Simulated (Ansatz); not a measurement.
# SnSe2/SnSe2 (1T multilayer): converging the G0W0 gap

Wanted: a G0W0 gap for SnSe2/SnSe2 (1T multilayer) that is converged in bands and cutoff, or an estimate of the limit.

Program: Ansatz 0.2.0. Level of theory: G0W0 on PBE, plane waves, PAW; PAW set soft_1. Results are calculated unless marked as measured.

## 1. Starting point

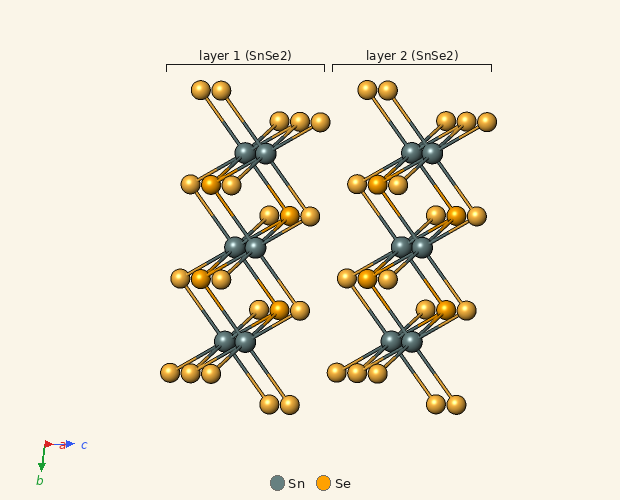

The starting structure, seen from the side, with the c axis across the page (tin teal, selenium orange). 1×2×1 cells are drawn. Some periodic images of atoms are drawn too.

The cell holds 6 atoms: 2 Sn and 4 Se. Its edges and angles: a = 3.839 Å, b = 3.839 Å, c = 41.500 Å, α = 90.0°, β = 90.0°, γ = 120.0°. It derives from Se2Sn1. Regions: layer 1 (SnSe2), 3 atoms (1 Sn and 2 Se); layer 2 (SnSe2), 3 atoms (1 Sn and 2 Se). Vacuum lies along c.

The structure was relaxed with PBE-D3(BJ). The runs that relaxed it are not among those shown. The Coulomb interaction is cut off across the vacuum.

## 2. 281 empty bands, screening to 38 eV

G0W0 replaces the xc potential by the self-energy, built once from these orbitals. Only a window of levels is corrected, while the sums run over the empty bands that the input names. This step takes PAW set soft_1 files.

input.yaml

```yaml
crystal:
  lattice:
    - [3.8393244952, 0.0, 0.0]
    - [-1.9196622476, 3.3249525462, 0.0]
    - [0.0, 0.0, 41.5]
  atoms:
    - { symbol: Sn, position: [0.0, 0.0, 0.4280748414] }
    - { symbol: Se, position: [0.3333333333, 0.6666666667, 0.4664791567] }
    - { symbol: Se, position: [0.6666666667, 0.3333333333, 0.3896829254] }
    - { symbol: Sn, position: [0.0, 0.0, 0.5719251586] }
    - { symbol: Se, position: [0.3333333333, 0.6666666667, 0.6103170746] }
    - { symbol: Se, position: [0.6666666667, 0.3333333333, 0.5335208433] }
  periodic: [true, true, false]
kpoints:
  mp_grid: { grid: [6, 6, 1] }
hamiltonian:
  xc: pbe
  pseudopotentials: { kind: paw, azcp: { folder: soft_1 } }
scf:
  occupations: { method: fixed }
gw:
  n_empty_bands: 281
  ecut_chi: 38
  qp_bands: [v2, c2]
  qp_kpoints: band_edges
  screening: { model: contour_deformation }
```

The run is started by

```bash
$ ansatz run input.yaml --threads 3 --pin off --max-ram 92160MiB --backend cuda --events-out ev --progress --plain --runs-dir out --devices 1 --max-vram 13GiB
```

Numbers of over 12 decimals in the logs are rounded to 6 here.

The program printed:

```text
GPUs: using 1 of 1 available (devices: 1).
Engine: ansatz 0.2.0, x86_64-unknown-linux-gnu
Pseudopotentials: kind: paw
Pseudopotential: Sn, paw, valence charge 14, recommended cutoff 420 eV (normal), soft_1/Sn.paw.azcp
Pseudopotential: Se, paw, valence charge 16, recommended cutoff 420 eV (normal), soft_1/Se.paw.azcp
Functional definition: PBE
  parameter kappa = 0.804
  parameter beta = 0.066725
  exchange = pbe_x(kappa = kappa, mu = beta*pi^2/3)
  correlation = pbe_c(beta = beta)
device memory: the entry about to start is reckoned to put 4.7 GiB on a device that reports 37.5 GiB free (of which the cap on the GPU budget leaves the run 13.0 GiB)
GPU FFT provider: cuFFT
GPU libraries: cuBLAS 13.8.2, cuFFT 12.4.0, cuSOLVER 12.3.4
Crystal: 6 atoms, lattice volume = 529.771 Å³
Basis set: ecut = 420 eV, 10339 PW (Γ)
Bands: 56, of which v1, the nominal top of the filled ones, is band 46 counted from 1 (45 counted from 0)
Symmetry: 12 space group operations
Space group: P-3m1 (ITA 164), of the structure as read, at distance tolerance 8.1e-5 Å
k-points: 7 of 36
Non-local potential: Sn, projectors of the file, l = 0: 2, l = 1: 2, l = 2: 2, l = 3: 1
Non-local potential: Se, projectors of the file, l = 0: 2, l = 1: 2, l = 2: 3, l = 3: 1
PAW form: soft (Blöchl's): semilocal exchange-correlation on the pseudo side does not see the compensation charge
PAW one-centre angular grid: Sn, 590 points (default); XC on 64 Gauss nodes
PAW one-centre angular grid: Se, 590 points (default); XC on 64 Gauss nodes
Initial density: superposition of atomic densities (neutral atoms: chi_scale 0, normalization atom)
Initial wavefunctions: pseudopotential atomic-orbital guess
GPU buffer pool allocated for 209952 grid points (all kernels)
GPU transforms: local potential and band sums: pruned to the plane-wave sphere, on 25×25×288
Functional: x = pbe(κ = 0.804, μ = 0.219515), c = pbe(β = 0.066725)
iter 1 solved again at ethr=2.20e-3 eV; its pass at ethr=3.10e-3 eV (dr2=2.03e0 eV) is discarded
SCF iter   1: F=—  HF=-33927.416618 eV  |F-HF|=—  |Δ(HF+E_count)|=         —  Δρ=1.60e-2  dr2=2.03e0  ethr=2.20e-3  ⟨swp⟩=1.9  Hψ=1877  notcnv=0  defer=54
preconditioner: auto → Resta (q_TF=auto, 2.038 Å⁻¹)  ε∞=1.5  [insulator: Δε(μ)=0.974 eV  Ē_g=15.840 eV  n_scr=92 (ndim 8)  ℏωp=11.6 eV  f_vac=0.695  ε∞_Penn≈1.5  vacuum switching on, ρ_ref=1.8e-2 e/Å³]
SCF iter   2: F=—  HF=-33926.915222 eV  |F-HF|=—  |Δ(HF+E_count)|=   5.01e-1  Δρ=7.00e-3  dr2=2.76e-1  ethr=2.20e-3  ⟨swp⟩=3.9  Hψ=633  notcnv=0  defer=56
SCF iter   3: F=—  HF=-33926.885507 eV  |F-HF|=—  |Δ(HF+E_count)|=   2.97e-2  Δρ=3.65e-3  dr2=7.16e-2  ethr=3.00e-4  ⟨swp⟩=3.3  Hψ=639  notcnv=0  defer=56
SCF iter   4: F=—  HF=-33926.894120 eV  |F-HF|=—  |Δ(HF+E_count)|=   8.61e-3  Δρ=1.61e-3  dr2=1.20e-1  ethr=7.78e-5  ⟨swp⟩=3.7  Hψ=563  notcnv=0  defer=56
SCF iter   5: F=—  HF=-33926.884738 eV  |F-HF|=—  |Δ(HF+E_count)|=   9.38e-3  Δρ=8.75e-4  dr2=2.18e-2  ethr=7.78e-5  ⟨swp⟩=3.3  Hψ=462  notcnv=0  defer=56
SCF iter   6: F=—  HF=-33926.883062 eV  |F-HF|=—  |Δ(HF+E_count)|=   1.68e-3  Δρ=2.73e-4  dr2=1.06e-3  ethr=2.37e-5  ⟨swp⟩=2.4  Hψ=513  notcnv=0  defer=56
SCF iter   7: F=—  HF=-33926.883025 eV  |F-HF|=—  |Δ(HF+E_count)|=   3.65e-5  Δρ=6.30e-5  dr2=5.93e-5  ethr=1.15e-6  ⟨swp⟩=2.7  Hψ=594  notcnv=0  defer=56
SCF iter   8: F=—  HF=-33926.883042 eV  |F-HF|=—  |Δ(HF+E_count)|=   1.65e-5  Δρ=2.14e-5  dr2=2.51e-6  ethr=6.44e-8  ⟨swp⟩=3.0  Hψ=663  notcnv=0  defer=56
SCF iter   9: F=—  HF=-33926.883043 eV  |F-HF|=—  |Δ(HF+E_count)|=   9.55e-7  Δρ=1.16e-5  dr2=8.89e-7  ethr=2.73e-9  ⟨swp⟩=3.0  Hψ=709  notcnv=0  defer=56
SCF iter  10: F=-33926.883043 eV  HF=-33926.883043 eV  |F-HF|=5.23e-8  |Δ(HF+E_count)|=   3.05e-7  Δρ=3.35e-6  dr2=6.47e-8  ethr=1.09e-10  ⟨swp⟩=19.7  Hψ=2793  notcnv=0
SCF 1 converged in 10 iterations: F = -33926.883043 eV  dr2 = 6.47e-8
  greatest PAW one-centre occupation: 1.000 electrons in one spin orbital (limit 2), on the Se atom at site 5 (counted from 0), in its partial waves of l = 2
device memory: the entry about to start is reckoned to put 5.7 GiB (of the 5.8 GiB reckoned in all, the device holds 0.1 GiB already) on a device that reports 37.4 GiB free (of which the cap on the GPU budget leaves the run 12.9 GiB)
NSCF: frozen V_eff on 7 k-points
the band table was solved once the SCF had ended and its energy, with any forces and stress, was formed, with the checks that follow a solve (2100 applications of the Hamiltonian). They found nothing against the state; the energy, forces and stress were not computed again (output.eigenvalues in the input reference)
device memory: the entry about to start is reckoned to put 5.5 GiB on a device that reports 37.5 GiB free (of which the cap on the GPU budget leaves the run 13.0 GiB)
NSCF: frozen V_eff on 7 k-points
G₀W₀ screening: q 1/7
[... further progress lines ...]
SCF converged after 10 iterations
Free energy (F): -33926.883043 eV
Harris-Foulkes:  -33926.883043 eV  (|F-HF|=5.23e-8)
Internal energy: -33926.883043 eV  (E = F + TS)
E sigma→0 (E₀):  -33926.883043 eV
Fermi energy:    -5.942750 eV
--- Per-component energies (eV) ---
  E_band       = -3000.900972
  E_kinetic    = 778.944924
  E_local      = -407354.960768  (includes V_loc(G=0)·N_el)
  E_nonlocal   = -1127.215663
  E_hartree    = 203314.292596
  E_xc         = -590.542899
  E_vxc        = -520.181846  (∫ρ·V_xc dr)
  E_paw        = -17263.447215  (= ΣΔE_a)
  E_vpaw       = -1406.111346  (= ΣTr[D̂ρ^β])
  E_aug_tail   = -0.000926  (compensation charges beyond the density's cutoff)
  E_ewald      = 188316.046908
  E_smearing   = -0.000000  (= −TS)
  E_closure    = -0.000000  (closes the sum)
  Σ components = -33926.883043   (vs F -33926.883043, Δ=0.00e0)
--- Band table (eV; the first three rows and the last of 7) ---
  k-point 0: bands = [... 42 lower, -6.1671, -6.1671, -6.0451, -6.0451, -4.6880, -3.7968, -2.9250, -2.8125, ... 6 higher]
  k-point 1: bands = [... 42 lower, -7.0864, -6.2043, -6.1461, -5.9428, -3.9453, -3.6409, -2.2191, -1.8516, ... 6 higher]
  k-point 2: bands = [... 42 lower, -6.9737, -6.4543, -6.3967, -6.1031, -4.8549, -4.4765, -1.9288, -1.6808, ... 6 higher]
  k-point 6: bands = [... 42 lower, -7.2702, -7.2702, -6.4692, -6.4692, -4.6050, -3.8525, -1.1435, -1.1435, ... 6 higher]
  ° read free of the cell's end (the report's vacuum.weakly_bound_levels)
--- G₀W₀: contour deformation, 7 samples at zero and on the imaginary axis and 2 off it, 36 q-points, 281 empty bands' worth ---
  eigenvalues of the whole cell's RPA ε∞ on this k-mesh (on a slab, of 1 + 4πα/V) = 1.2549, 4.7472, 4.7472; static W/v taken at q = 0 is 0.379327
  gw.qp_kpoints: band_edges: 7 of 7 stored k-points solved, in 1 pass; an edge of the gap read off the rows below is read off those points alone
  `?` marks the rows in doubt; gw_qp.tsv's column doubts and the gw_qp event give each row's grounds
    ik  band        ε_KS         Σx   Σc(E_QP)       V_xc       Z   E_QP_lin       E_QP  E_QP is
     0    45     -6.0451   -17.4883     1.9197   -15.5373  0.7194    -6.0765    -6.0765  root
     0    46     -6.0451   -17.4883     1.9197   -15.5373  0.7194    -6.0765    -6.0765  root
     0    47     -4.6880   -11.7017    -2.4429   -14.8142  0.7560    -3.9983    -4.0185  root ?
     0    48     -3.7968   -11.7793    -2.7371   -15.2729  0.7406    -3.0159    -3.0404  root
     1    45     -6.1461   -17.3951     2.0226   -15.3204  0.7147    -6.1983    -6.1981  root
     1    46     -5.9428   -17.5066     1.9259   -15.5547  0.7211    -5.9688    -5.9688  root
     1    47     -3.9453   -11.7359    -2.7476   -15.2369  0.7312    -3.1720    -3.1920  root
     1    48     -3.6409   -12.0205    -2.8815   -15.6941  0.7246    -2.8226    -2.8488  root
     2    45     -6.3967   -17.2603     2.1271   -15.0437  0.7071    -6.4867    -6.4863  root
     2    46     -6.1031   -17.4293     1.9921   -15.3834  0.7171    -6.1570    -6.1569  root
     2    47     -4.8549   -11.2212    -2.4745   -14.3335  0.7420    -4.1977    -4.2170  root
     2    48     -4.4765   -10.8120    -2.7784   -14.2511  0.7389    -3.7890    -3.8157  root
     3    45     -6.5320   -17.2215     2.1843   -14.9332  0.7012    -6.6364    -6.6360  root
     3    46     -6.2105   -17.3979     2.0309   -15.2990  0.7143    -6.2786    -6.2784  root
     3    47     -5.2755   -10.9508    -2.4034   -13.9534  0.7443    -4.6625    -4.6763  root
     3    48     -4.9296   -11.3045    -2.3938   -14.3058  0.7425    -4.3069    -4.3222  root
     4    45     -6.5691   -16.9317     2.2642   -14.5325  0.7052    -6.7050    -6.7041  root
     4    46     -6.0491   -17.2985     2.0272   -15.2094  0.7188    -6.1111    -6.1109  root
     4    47     -3.8898   -11.7212    -2.8774   -15.3622  0.7218    -3.0972    -3.1263  root
     4    48     -3.8586   -12.0665    -2.7890   -15.6317  0.7206    -3.0599    -3.0825  root
     5    45     -6.5442   -16.7834     2.0803   -14.6027  0.7058    -6.6450    -6.6445  root
     5    46     -6.3784   -17.1718     2.2031   -14.8545  0.7096    -6.4932    -6.4926  root
     5    47     -4.4362   -11.5648    -2.5736   -14.8301  0.7334    -3.7226    -3.7445  root
     5    48     -4.2270   -11.5857    -2.7227   -15.0328  0.7270    -3.4825    -3.5026  root
     6    45     -6.4692   -17.0475     2.1819   -14.7540  0.7064    -6.5815    -6.5807  root
     6    46     -6.4692   -17.0475     2.1819   -14.7540  0.7064    -6.5815    -6.5807  root
     6    47     -4.6050   -10.8723    -2.6386   -14.1637  0.7379    -3.9290    -3.9521  root
     6    48     -3.8525   -11.4821    -3.0317   -15.2712  0.7138    -3.0592    -3.0950  root
```

Run time: 25 s. Hardware: 1 × NVIDIA H100 80GB HBM3 (shared by 6 runs) with 3 threads of AMD EPYC 7R13 (Zen 3), shared host; peak memory 1.7 GiB; 38 s of CPU time.

This step gave:

```yaml
bands_summed: 327
plane_waves_in_the_screening_matrix: 239
q_points_in_the_mesh: 36
g0w0_gap_on_the_mesh: 1.292 eV
k_of_the_valence_top: 0, 0.1667, 0
k_of_the_conduction_bottom: 0, -0.5, 0
starting_gap_on_the_mesh: 0.6673 eV
z_at_the_valence_top: 0.7211
z_at_the_conduction_bottom: 0.7443
least_direct_g0w0_gap_on_the_computed_points: 1.602 eV
```

The gap on the mesh goes from 0.67 eV to 1.29 eV, a correction of +0.63 eV. Between the two edge states, bare exchange in place of the xc potential would open the gap by 4.95 eV, and correlation takes back 4.33 eV.

## 3. 704 empty bands, screening to 70 eV

Another rung: the empty bands reach about as high as the screening cutoff, so the two stay in balance.

Changes to input.yaml since step 2:

```diff
@@ -20,5 +20,6 @@
   occupations: { method: fixed }
+  convergence: { dr2_threshold: 1.0e-10 }
 gw:
-  n_empty_bands: 281
-  ecut_chi: 38
+  n_empty_bands: 704
+  ecut_chi: 70.0
   qp_bands: [v2, c2]
```

The program printed:

```text
GPUs: using 1 of 1 available (devices: 1).
[...]
GPU FFT provider: cuFFT
GPU libraries: cuBLAS 13.8.2, cuFFT 12.4.0, cuSOLVER 12.3.4
Crystal: 6 atoms, lattice volume = 529.771 Å³
Basis set: ecut = 420 eV, 10339 PW (Γ)
Bands: 56, of which v1, the nominal top of the filled ones, is band 46 counted from 1 (45 counted from 0)
[... 1 set-up line as in the run before ...]
[...]
k-points: 7 of 36
[...]
GPU buffer pool allocated for 209952 grid points (all kernels)
[...]
SCF iter  13: F=-33926.883043 eV  HF=-33926.883043 eV  |F-HF|=5.09e-11  |Δ(HF+E_count)|=  7.28e-12  Δρ=5.02e-8  dr2=6.11e-11  ethr=1.00e-12  ⟨swp⟩=22.1  Hψ=2462  notcnv=0
SCF 1 converged in 13 iterations: F = -33926.883043 eV  dr2 = 6.11e-11
[...]
NSCF: frozen V_eff on 7 k-points
[...]
G₀W₀ screening: q 1/7
[... further progress lines ...]
SCF converged after 13 iterations
Free energy (F): -33926.883043 eV
[...]
Internal energy: -33926.883043 eV  (E = F + TS)
E sigma→0 (E₀):  -33926.883043 eV
Fermi energy:    -5.942849 eV
[...]
--- Band table (eV; the first three rows and the last of 7) ---
  k-point 0: bands = [... 42 lower, -6.1672, -6.1672, -6.0452, -6.0452, -4.6881, -3.7969, -2.9251, -2.8126, ... 6 higher]
  k-point 1: bands = [... 42 lower, -7.0865, -6.2044, -6.1462, -5.9428, -3.9454, -3.6410, -2.2192, -1.8517, ... 6 higher]
  k-point 2: bands = [... 42 lower, -6.9738, -6.4544, -6.3968, -6.1032, -4.8549, -4.4766, -1.9288, -1.6809, ... 6 higher]
  k-point 6: bands = [... 42 lower, -7.2703, -7.2703, -6.4693, -6.4693, -4.6051, -3.8526, -1.1435, -1.1435, ... 6 higher]
  ° read free of the cell's end (the report's vacuum.weakly_bound_levels)
[...]
0    45     -6.0452   -17.4884     1.6329   -15.5373  0.7121    -6.3676    -6.3633  root
     0    46     -6.0452   -17.4884     1.6329   -15.5373  0.7121    -6.3676    -6.3633  root
     0    47     -4.6881   -11.7018    -2.7140   -14.8142  0.7514    -4.2851    -4.2898  root
     0    48     -3.7969   -11.7795    -3.0343   -15.2730  0.7367    -3.3289    -3.3376  root
     1    45     -6.1462   -17.3951     1.7404   -15.3204  0.7077    -6.4853    -6.4804  root
     1    46     -5.9428   -17.5066     1.6312   -15.5547  0.7139    -6.2676    -6.2636  root
     1    47     -3.9454   -11.7360    -3.0585   -15.2369  0.7261    -3.4961    -3.5030  root
     1    48     -3.6410   -12.0205    -3.1983   -15.6942  0.7191    -3.1574    -3.1657  root
[...]
6    45     -6.4693   -17.0475     1.9200   -14.7540  0.7002    -6.8502    -6.8427  root
     6    46     -6.4693   -17.0475     1.9200   -14.7540  0.7002    -6.8502    -6.8427  root
     6    47     -4.6051   -10.8723    -2.9119   -14.1638  0.7332    -4.2206    -4.2256  root
     6    48     -3.8526   -11.4821    -3.3289   -15.2713  0.7087    -3.3804    -3.3923  root
```

Elapsed: 59 s, on 1 × NVIDIA H100 80GB HBM3 (shared by 6 runs) with 3 threads; peak memory 2.8 GiB; 91 s of CPU time.

Numbers from this step:

| Item | Value |
| --- | --- |
| bands summed | 750 |
| plane waves in the screening matrix | 747 |
| q-points in the mesh | 36 |
| G0W0 gap on the mesh | 1.318 eV |
| k of the valence top | 0, 0.1667, 0 |
| k of the conduction bottom | 0, -0.5, 0 |
| starting gap on the mesh | 0.6673 eV |
| Z at the valence top | 0.7139 |
| Z at the conduction bottom | 0.7398 |
| least direct G0W0 gap on the computed points | 1.609 eV |

Against the run with 6×6×1 mesh, 281 empty bands, screening to 38 eV, PAW set soft_1 files, the gap moves by +0.03 eV.

## 4. Side by side

Times are wall times on 1 × NVIDIA H100 80GB HBM3 (shared by 6 runs) with 3 threads of AMD EPYC 7R13 (Zen 3), shared host, good to a factor of about two.

```csv
mesh,files,frequency,bands summed,cutoff (eV),start (eV),G0W0 (eV),time,host memory (GiB)
6×6×1,PAW set soft_1,contour deformation,327,38,0.667,1.292,25 s,1.7
6×6×1,PAW set soft_1,contour deformation,750,70,0.667,1.318,59 s,2.8
```

The parts of the quasiparticle energy at the two band edges (eV; QP = start + Σx + Σc − Vxc):

```csv
run,edge,start,Σx,Σc,Vxc,Z,QP
327 bands,valence top,-5.94,-17.51,1.93,-15.55,0.72,-5.97
327 bands,conduction bottom,-5.28,-10.95,-2.40,-13.95,0.74,-4.68
750 bands,valence top,-5.94,-17.51,1.63,-15.55,0.71,-6.26
750 bands,conduction bottom,-5.28,-10.95,-2.67,-13.95,0.74,-4.95
```

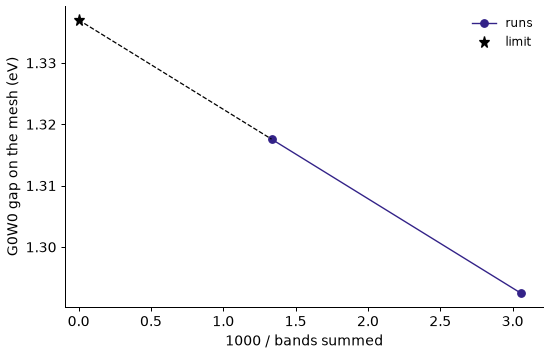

The gap against one over the number of bands; the dashed line carries the two highest rungs to the limit.

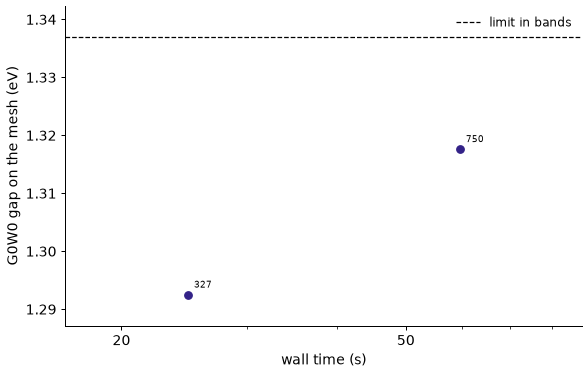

Result against wall time.

## 5. Summary of results

```
327 bands, 38 eV                    : 1.292 eV
750 bands, 70 eV                    : 1.318 eV
estimated limit in bands and cutoff : 1.34 eV
mesh and start                      : 6×6×1, PBE
```

In words: A line in one over the bands through the two rungs gives 1.34 eV, +0.02 eV from the top rung; with two points alone it is an unchecked estimate. The rungs stand 0.04 eV (327 bands) and 0.02 eV (750 bands) from it. From 327 to 750 bands the gap moves by +0.03 eV while the time grows 2.4-fold. Σc changes by −0.29 eV at the valence top and −0.27 eV at the conduction bottom, so the levels themselves move more than the gap between them. The mesh in the plane is coarse for a sheet; gap and any exciton binding can still move on denser ones. The many-body steps are scalar-relativistic: spin-orbit coupling is not in them.

[Paths, hosts, dates, memory and timing lines, banners, echoed tables and standing remarks are left out of the program output.]

[Logs are printed without paths, hosts, clocks, repeated set-up lines and the standing remarks that a program may print on its own settings, such as how far it seeks lower states.]

[Runs of the session that timed out or met a known fault of the program may be left out.]

[Cells called generated may have been cut or substituted from an entry of the Crystallography Open Database or the Materials Project.]

[Hosts, paths, dates, database ids (printed as entryN), source tags and the programs' standing remarks are cut or masked in the printed files.]
